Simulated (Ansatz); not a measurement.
# One shape, several levels: BH2 (boron dihydride)

We compute a comparison of 6 runs (U-revPBE/3-21G, U-wB97X/3-21G, UB3LYP/3-21G, U-r2SCAN0/6-311G**, U-wB97X/6-311G**, USVWN5/6-311G**) of BH2 (boron dihydride). 

Program for the calculation: Ansatz 0.2.0.

58 further runs of the same task are left out: 58 set aside as unsound or not needed.

## 1. The system as given

BH2 has 3 atoms, charge 0, and is taken as a doublet. As SMILES, `[BH2]`. The H3–B1 distance was set to 1.449 Å, away from the relaxed value.

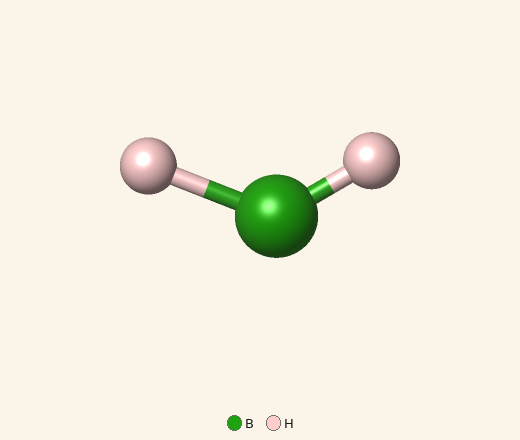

Viewed from a chosen angle; boron green, hydrogen pink.

## 2. The energy at U-revPBE/3-21G (run 1)

Input file molecule.yaml:

```yaml
crystal:
  periodic: [false, false, false]
  atoms:
    - {symbol: B, position_ang: [0.464245, -0.003031, 0.258195]}
    - {symbol: H, position_ang: [0.481425, 1.148519, 0.390535]}
    - {symbol: H, position_ang: [-0.542860, -0.819090, -0.389630]}
basis:
  gaussian:
    orbitals: 3-21G.json
magnetization:
  spin_polarized: true
  initial_magnetization: 1
hamiltonian:
  xc: {name: revPBE}
accuracy: high
```

The basis set 3-21G is read from a file made from the Basis Set Exchange's data (not shown).

Run with:

```
ansatz run molecule.yaml --threads 1 --pin off --max-ram 2610MiB --events-out events.jsonl --progress --plain --runs-dir runs
```

What it wrote:

```text
Warning: RAYON_NUM_THREADS=1 ignored (pool sized by the plan → 1); use --threads N
Functional definition: revPBE
  name "revPBE"
  parameter kappa = 1.245
  parameter beta = 0.06672455060314922
  exchange = pbe_x(kappa = kappa, mu = beta*pi^2/3)
  correlation = pbe_c(beta = beta)
249 factors; integrals over basis functions are off by at most 3.5e-9 eV
mean field evaluation 1: about -700.6565 eV, gradient 4.7e0 eV
mean field evaluation 2: about -700.7890 eV, gradient 2.5e0 eV
mean field evaluation 4: about -700.8421 eV, gradient 5.3e-2 eV
mean field evaluation 8: about -700.8235 eV, gradient 1.1e-3 eV
mean field evaluation 16: about -700.8235 eV, gradient 6.5e-8 eV
mean field -700.82349559 eV, -25.7547884278 hartree, gradient 6.5e-8 eV, S^2 0.750699; 0 other end points of the search recorded, 0 dependent functions left out
reference -700.82349792 eV, -25.7547885132 hartree; 4, 3 occupied and 9, 10 virtual orbitals, 249 factors
Total energy: -700.82349792 eV, -25.7547885132 hartree
```

Run time: 0.6 s. Hardware: 1 thread of Arm Neoverse V1, shared host.

## 3. The energy at U-wB97X/3-21G (run 2)

Input file input.yaml:

```yaml
crystal:
  periodic: [false, false, false]
  atoms:
    - {symbol: B, position_ang: [0.464245, -0.003031, 0.258195]}
    - {symbol: H, position_ang: [0.481425, 1.148519, 0.390535]}
    - {symbol: H, position_ang: [-0.542860, -0.819090, -0.389630]}
basis:
  gaussian: {orbitals: 3-21G.json}
magnetization: {spin_polarized: true, initial_magnetization: 1}
hamiltonian: {xc: {name: wB97X}}
accuracy: high
```

The basis set 3-21G is read from a file made from the Basis Set Exchange's data (not shown).

Run with:

```
ansatz run input.yaml --threads 1 --pin off --max-ram 2610MiB --events-out events.jsonl --progress --plain --runs-dir runs
```

What it wrote, shortened:

```text
Warning: RAYON_NUM_THREADS=1 ignored (pool sized by the plan → 1); use --threads N
Functional definition: wB97X
  name "wB97X"
[...]
      + exact_x_lr(omega)
[...]
      + integral(e_c_pw_opposite_spin*poly(b97_u_opposite, 1, cos1, cos2, cos3, cos4))
249 factors; integrals over basis functions are off by at most 3.5e-9 eV
124 factors; integrals over basis functions are off by at most 1.8e-9 eV
[...]
mean field -700.67162102 eV, -25.7492071402 hartree, gradient 4.9e-8 eV, S^2 0.751102; 1 other end points of the search recorded, 0 dependent functions left out
reference -700.67161999 eV, -25.7492071024 hartree; 4, 3 occupied and 9, 10 virtual orbitals, 249 factors
Total energy: -700.67161999 eV, -25.7492071024 hartree
```

Run time: 3.3 s. Hardware: 1 thread of Arm Neoverse V1, shared host; peak memory 0.2 GiB.

## 4. A single-point energy at UB3LYP/3-21G (run 3)

Input file run.yaml:

```yaml
crystal:
  periodic: [false, false, false]
  atoms:
    - {symbol: B, position_ang: [0.464245, -0.003031, 0.258195]}
    - {symbol: H, position_ang: [0.481425, 1.148519, 0.390535]}
    - {symbol: H, position_ang: [-0.542860, -0.819090, -0.389630]}
basis:
  gaussian:
    orbitals: 3-21G.json
magnetization:
  spin_polarized: true
  initial_magnetization: 1
hamiltonian:
  xc: {name: B3LYP}
accuracy: high
```

The basis set 3-21G is read from a file made from the Basis Set Exchange's data (not shown).

Run with:

```
ansatz run run.yaml --threads 1 --pin off --max-ram 2610MiB --events-out events.jsonl --progress --plain --runs-dir runs
```

What it wrote:

```text
Warning: RAYON_NUM_THREADS=1 ignored (pool sized by the plan → 1); use --threads N
Functional definition: B3LYP
  name "B3LYP"
  parameter a0 = 0.2
  parameter ax = 0.72
  parameter ac = 0.81
  exchange = (1 - a0 - ax)*slater_x + ax*b88_x + a0*exact_x
  correlation = (1 - ac)*vwn_rpa_c + ac*lyp_c
249 factors; integrals over basis functions are off by at most 3.5e-9 eV
mean field evaluation 1: about -701.0425 eV, gradient 4.0e0 eV
mean field evaluation 2: about -701.1730 eV, gradient 1.5e0 eV
mean field evaluation 4: about -701.1929 eV, gradient 9.3e-2 eV
mean field evaluation 8: about -701.1772 eV, gradient 1.7e-3 eV
mean field evaluation 16: about -701.1772 eV, gradient 1.7e-7 eV
mean field -701.17722877 eV, -25.7677878821 hartree, gradient 1.4e-8 eV, S^2 0.750447; 1 other end points of the search recorded, 0 dependent functions left out
reference -701.17725278 eV, -25.7677887645 hartree; 4, 3 occupied and 9, 10 virtual orbitals, 249 factors
Total energy: -701.17725278 eV, -25.7677887645 hartree
```

It took 0.64 s on 1 thread of Arm Neoverse V1, shared host.

Runs 4 to 5 aren't shown in full; the table further down has their settings and results.

## 5. A single-point energy at USVWN5/6-311G(d,p) (run 6)

Edit molecule.yaml of step 2 so:

```diff
@@ -8,3 +8,3 @@
   gaussian:
-    orbitals: 3-21G.json
+    orbitals: 6-311G_st__st_.json
 magnetization:
@@ -13,3 +13,3 @@
 hamiltonian:
-  xc: {name: revPBE}
+  xc: {name: SVWN5}
 accuracy: high
```

The basis set 6-311G** is read from a file made from the Basis Set Exchange's data (not shown).

Run with:

```
ansatz run molecule.yaml --threads 1 --pin off --max-ram 2610MiB --events-out events.jsonl --progress --plain --runs-dir runs
```

What it wrote:

```text
Warning: RAYON_NUM_THREADS=1 ignored (pool sized by the plan → 1); use --threads N
Functional definition: SVWN5
  name "SVWN5"
  exchange = slater_x
  correlation = vwn5_c
537 factors; integrals over basis functions are off by at most 3.5e-9 eV
mean field evaluation 1: about -695.6283 eV, gradient 9.0e0 eV
mean field evaluation 2: about -695.9264 eV, gradient 6.6e0 eV
mean field evaluation 4: about -696.2780 eV, gradient 1.7e-1 eV
mean field evaluation 8: about -696.2769 eV, gradient 5.7e-3 eV
mean field evaluation 16: about -696.2769 eV, gradient 8.2e-8 eV
mean field -696.27690119 eV, -25.5877041652 hartree, gradient 8.0e-8 eV, S^2 0.751237; 3 other end points of the search recorded, 0 dependent functions left out
reference -696.27690358 eV, -25.5877042533 hartree; 4, 3 occupied and 26, 27 virtual orbitals, 537 factors
Total energy: -696.27690358 eV, -25.5877042533 hartree
```

Wall time 0.75 s (1 thread of Arm Neoverse V1, shared host).

## 6. The series

```tsv
run	level	energy (Eh)	⟨S²⟩	wall time
1	U-revPBE/3-21G	-25.754789	0.751	0.6 s
2	U-wB97X/3-21G	-25.749207	0.751	3.3 s
3	UB3LYP/3-21G	-25.767789	0.750	0.64 s
4	U-r2SCAN0/6-311G**	-25.893481	0.752	2.1 s
5	U-wB97X/6-311G**	-25.904650	0.752	4.8 s
6	USVWN5/6-311G**	-25.587704	0.751	0.75 s
```

## 7. What came out

| quantity | value |
| --- | --- |
| run 6: total energy | -25.58770 Eh |
| run 6: ⟨S²⟩ | 0.751 |

In words: Totals of different functionals can't be ranked against each other. All runs together took 12 s, the longest 4.8 s.
